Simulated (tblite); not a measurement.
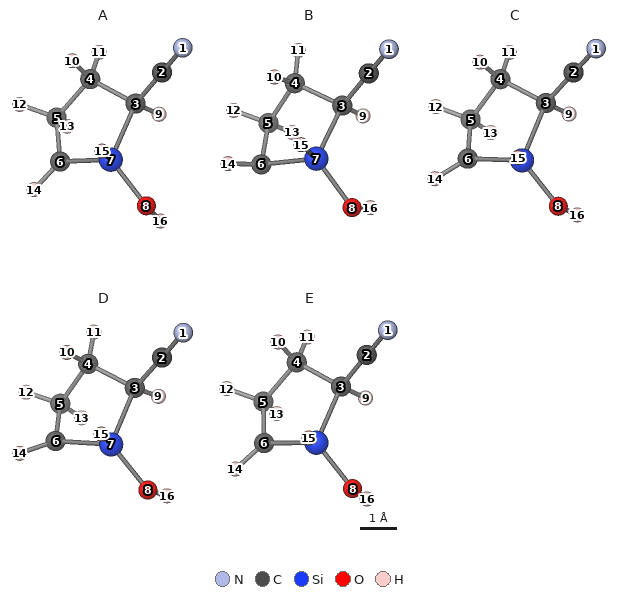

5 geometries from one relaxation of C5H8NOSi (multiplicity 2), in shuffled order. Style: ball-and-stick. Shown at a tilt.

Theory: tblite, GFN2-xTB geometry optimisation, gas phase. 

### Put them in the order of the run, from the start to the converged end.

B, D, C, E, A. They are steps 0, 9, 20, 32, 86, at +21.2 kcal/mol, +6.26 kcal/mol, +2.22 kcal/mol, +0.49 kcal/mol relative to the last. The energy falls by 21.2 kcal/mol in 86 geometry steps. The largest move after the best rigid fit is that of H14, 1.08 Å. By element the largest moves are H 1.08 Å, C 0.24 Å, O 0.21 Å, Si 0.09 Å, N 0.04 Å. Some distances before and after: C3–Si7 1.860 → 1.935 Å, Si7–O8 1.687 → 1.625 Å, C6–Si7 1.892 → 1.850 Å, C2–C3 1.464 → 1.424 Å. Bond angles that change, for instance: Si7–C6–H14 113.4° → 128.7°, Si7–O8–H16 109.3° → 123.7°, O8–Si7–H15 113.6° → 100.3°. Groups turn about Si7–O8 by about 25°. Cost: 0.5 s on 1 thread of Arm Neoverse V2 (shared host).
